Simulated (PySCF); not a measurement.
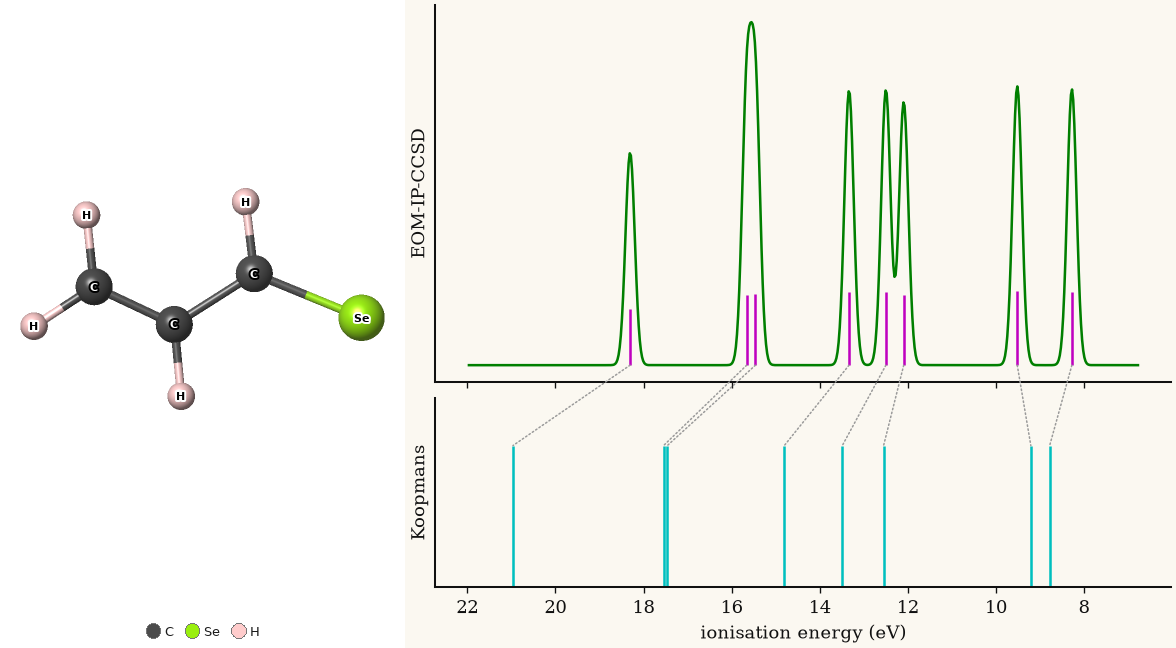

Valence photoelectron lines of C₃H₄Se, SMILES C=CC=[Se]: vertical EOM-IP-CCSD/aug-cc-pVDZ (frozen core, PySCF, at a PBE0-D3(BJ)/def2-SVP geometry (no frequency check); 8 lines, one for each of the 8 highest orbitals, so a line of a deeper orbital can be missing among them) above, Hartree-Fock orbital energies with the sign turned below, non-relativistic; dotted lines join each line to its leading orbital. Stick heights are one-hole weights (summed over degenerate lines), not cross-sections; Gaussian width 0.25 eV.

> What is the first vertical ionisation energy, and how far is Koopmans' value off?

8.28 eV from the HOMO; Koopmans gives 8.78 eV, 0.50 eV too high.

> List the lines.

```tsv
hole	EOM-IP-CCSD (eV)	Koopmans (eV)	one-hole weight
HOMO	8.28	8.78	0.95
HOMO-1	9.52	9.21	0.96
HOMO-2	12.09	12.55	0.90
HOMO-3	12.50	13.49	0.95
HOMO-4	13.33	14.80	0.94
HOMO-5	15.46	17.46	0.92
HOMO-6	15.66	17.54	0.91
HOMO-7	18.30	20.96	0.73
```

Note: small basis, so the lines can lie some tenths of an eV too low; one conformer of a flexible molecule.
